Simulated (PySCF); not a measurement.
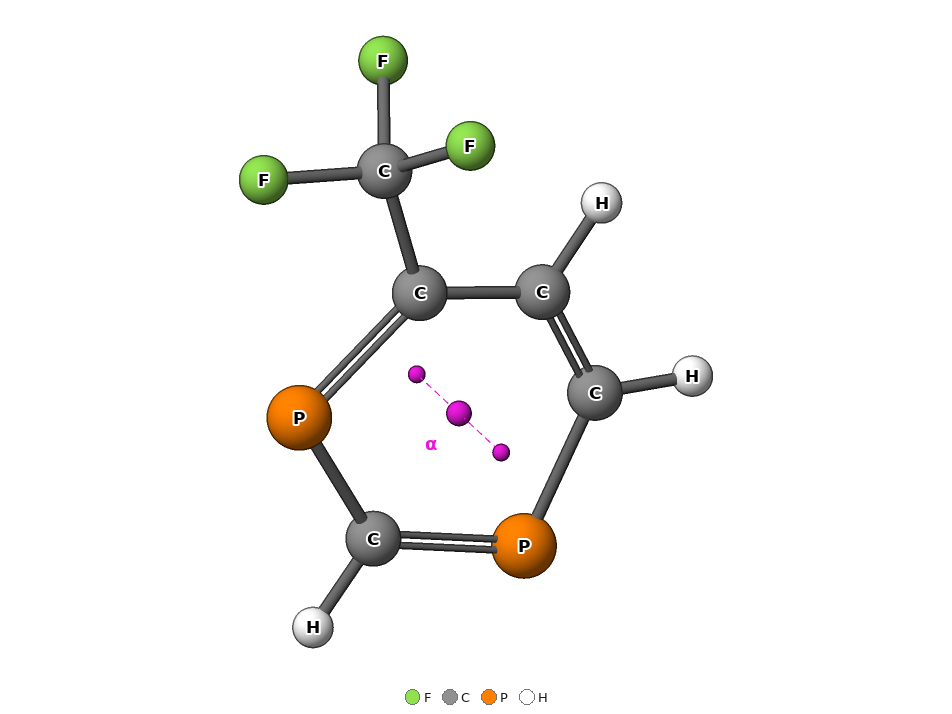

The small points mark where nucleus-independent chemical shifts (NICS) were computed: at the centre of each lettered ring and 1 Å above and below it. The geometry was computed by an optimisation with GFN2-xTB. No frequency run is at hand to confirm it as a minimum. Properties computed with GIAO PBE0/pcSseg-1 NMR shielding, non-relativistic, gas phase (PySCF 2.14.0).

Give NICS(0), NICS(1) and the out-of-plane component NICS(1)zz for each ring (means of the two sides).

```
ring  members  NICS(0)  NICS(1)  NICS(1)zz
   α     C4P2     −6.7    −10.2      −24.9
```

Values in ppm.

**What do the values say about the ring currents?**

Ring α: diatropic, as in an aromatic ring. NICS is one index among several.

The geometry is semi-empirical. Around P such bond lengths and angles can be off by a tenth of an ångström or more and by several degrees, and values that hang on the shape move with them.
